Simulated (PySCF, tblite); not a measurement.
# C5H8PSi−: geometry, infrared bands and NMR shifts

What infrared bands and NMR shifts should C5H8PSi− (`Cc1c[p-]cc1[SiH3]`) show?

The runs use tblite 0.8.0 and PySCF 2.14.0, with density-fitted response routines of our own; the level of theory stands in each step. All values are computed, except where a source is named. Atoms count from 0, in the outputs and in this text.

## 1. The molecule as given

15 atoms, charge -1, multiplicity 1; geometry from: force field or distance geometry start.

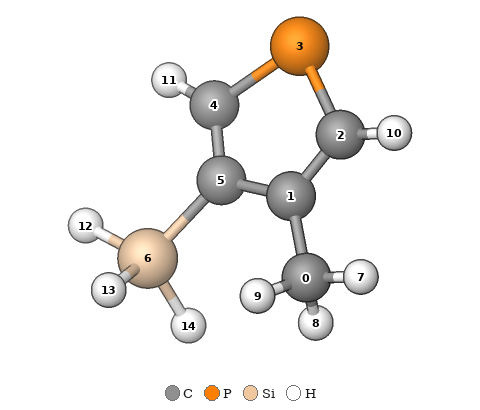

The starting geometry (carbon grey, phosphorus orange, silicon light orange, hydrogen white), atoms numbered; sticks join atoms by distance.

## 2. Geometry optimisation with GFN2-xTB

Job settings and geometry (Å):

```
{"job": {"kind": "relax", "xc": "GFN2-xTB", "basis": "xTB"}, "charge": -1, "multiplicity": 1}
C     -1.006600    -1.515400     0.230500
C     -0.888000    -0.016100     0.121400
C     -1.957000     0.776500     0.252900
P     -1.365100     2.539800     0.056600
C      0.409100     2.006800    -0.164100
C      0.422900     0.656800    -0.103800
Si     2.003500    -0.281400    -0.289200
H     -2.048900    -1.808800     0.407100
H     -0.421200    -1.905900     1.069000
H     -0.693500    -1.999000    -0.690000
H     -2.998100     0.498300     0.416600
H      1.221800     2.697100    -0.328900
H      3.135000     0.647600    -0.495500
H      1.916900    -1.213100    -1.444300
H      2.264800    -1.075200     0.939800
```

The run is started by

```
$ OMP_NUM_THREADS=1 python probes_run.py task.json out
```

One launch serves the whole session: the jobs run in the order shown.

**Question.** This job is followed by: GFN2-xTB harmonic vibrations, gas phase; GIAO PBE0/pcSseg-1 NMR shielding, non-relativistic, gas phase. What will the session give for the following? strongest single infrared mode (GFN2-xTB); zero-point energy (GFN2-xTB); ¹³C shifts against TMS (PBE0/pcSseg-1); ¹H shifts against TMS (PBE0/pcSseg-1, means over atoms taken as alike); ³¹P shifts against H3PO4 (PBE0/pcSseg-1); ²⁹Si shifts against TMS (PBE0/pcSseg-1).

**Answer**, as computed:

```
                                                              quantity                                 value
                             strongest single infrared mode (GFN2-xTB)                  834 cm⁻¹, 607 km/mol
                                          zero-point energy (GFN2-xTB)                         65.5 kcal/mol
                                ¹³C shifts against TMS (PBE0/pcSseg-1)  151.8, 134.5, 132.9, 103.5, 22.3 ppm
¹H shifts against TMS (PBE0/pcSseg-1, means over atoms taken as alike)            7.40, 6.72, 4.45, 2.52 ppm
                              ³¹P shifts against H3PO4 (PBE0/pcSseg-1)                              93.1 ppm
                               ²⁹Si shifts against TMS (PBE0/pcSseg-1)                             -93.8 ppm
```

What this shows: The optimisation took 36 steps and gained 0.693 eV; among the close pairs (by a distance rule), P3–C4 changed most, from 1.866 to 1.733 Å. No mode is imaginary among the 39: a minimum at this level. The strongest single mode, at 834 cm⁻¹, has its largest shares on H12, H14 and H13 (the list is cut at 3 atoms). Unscaled tight-binding wavenumbers are off by several per cent, some by more. Its intensities can rank the bands wrongly. At PBE0/pcSseg-1: Shielding is most anisotropic at P3 (span 324 ppm, paramagnetic term -744 ppm). NICS(1)zz of -29 ppm above the planar ring from C1 marks a diatropic (aromatic) ring current.
